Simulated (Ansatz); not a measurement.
# ClFH2HfO2: what the fields show

```tsv
atom	x (Å)	y (Å)	z (Å)
Hf	-0.0258	-0.0431	0.1107
F	0.1343	0.2225	1.9999
O	1.7192	-0.3160	-0.6117
H	2.5634	-0.5438	-0.9959
Cl	-1.0101	1.8738	-0.8862
O	-1.1365	-1.5645	-0.1937
H	-1.6156	-2.3686	-0.3837
```

Core potentials replace the inner electrons of Hf.

Computed with Ansatz 0.2.0, RKS PBE0/def2-SVP.

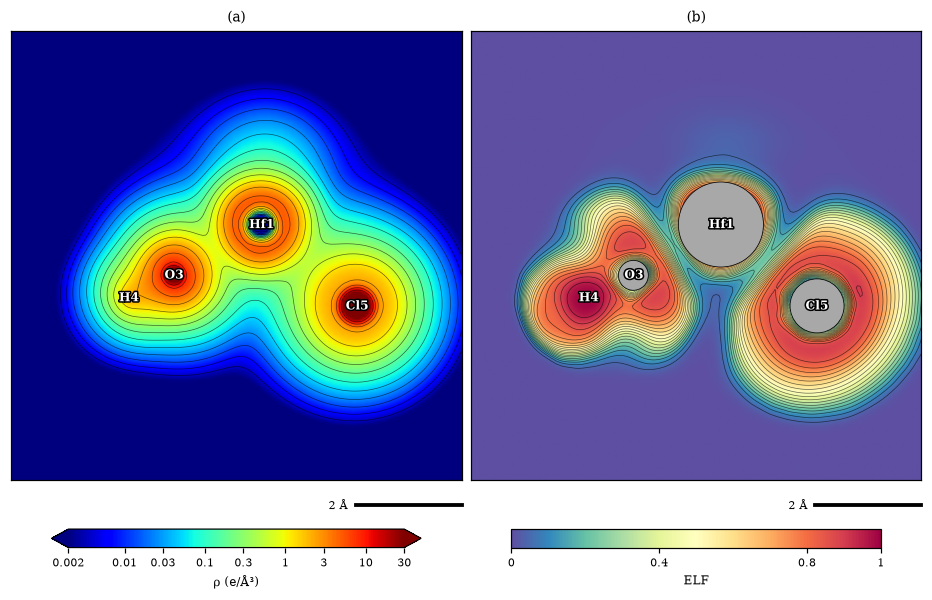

Figure 1. (a) electron density; (b) ELF on the plane of atoms O3, Hf1 and Cl5. Grey discs cover the atomic cores in the ELF map.

Describe what can be read from this map.

Atoms in the plane: Hf, O, H and Cl. Hf–O (1.91 Å): ρ is about 0.88 e/Å³ halfway; the ELF peaks at about 0.80 in the valence shell of O, 0.5 Å from its nucleus, and drops to about 0.20 between the two atoms. Hf–Cl (2.37 Å): ρ is about 0.54 e/Å³ halfway; the ELF peaks at about 0.85 in the valence shell of Cl, 0.8 Å from its nucleus, and is about 0.35 at the midpoint. O–H (0.96 Å): the density is about 3.7 e/Å³ at the midpoint; the ELF climbs to about 1 towards the hydrogen, as it does in any bond to H: a covalent bond by its length.

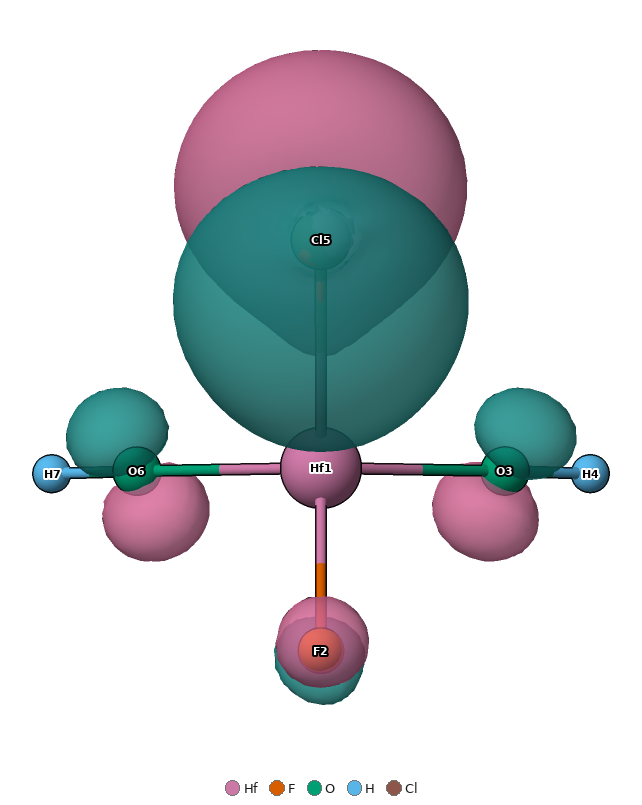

Figure 2. The HOMO−1 at ±0.1 Å⁻³ᐟ² (teal and pink are the two phases), seen from one side.

What is the character of this orbital?

Its weight (Hirshfeld) is mainly on Cl5 (about 85 %); largely a lone pair of Cl5. Its energy is −8.97 eV.

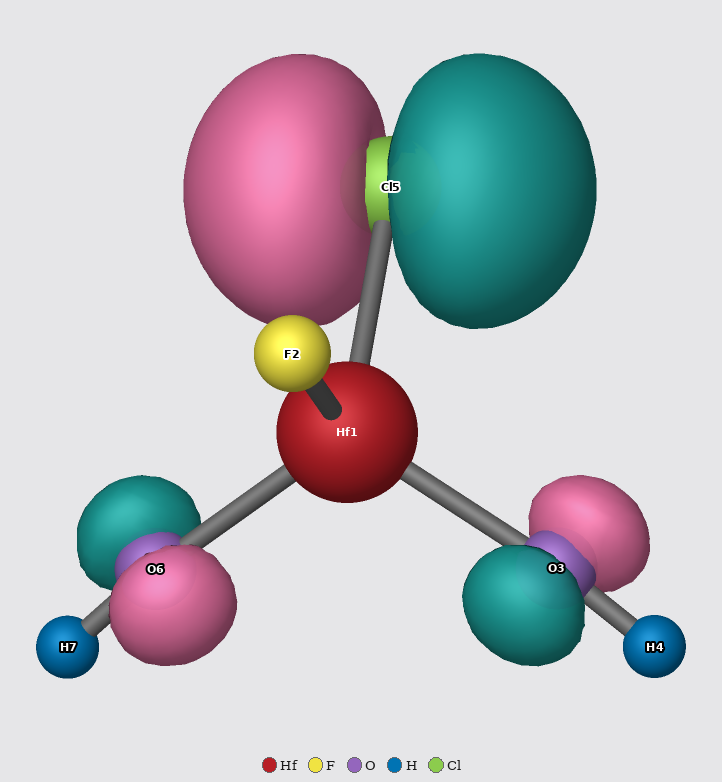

Figure 3. The HOMO at ±0.15 Å⁻³ᐟ² (teal and pink are the two phases), seen at a tilt.

Describe this orbital and give its energy.

By Hirshfeld shares it lies mainly on Cl5 (about 75 %), O3 (about 5 %) and O6 (about 5 %); largely a lone pair of Cl5. Its energy is −8.87 eV.
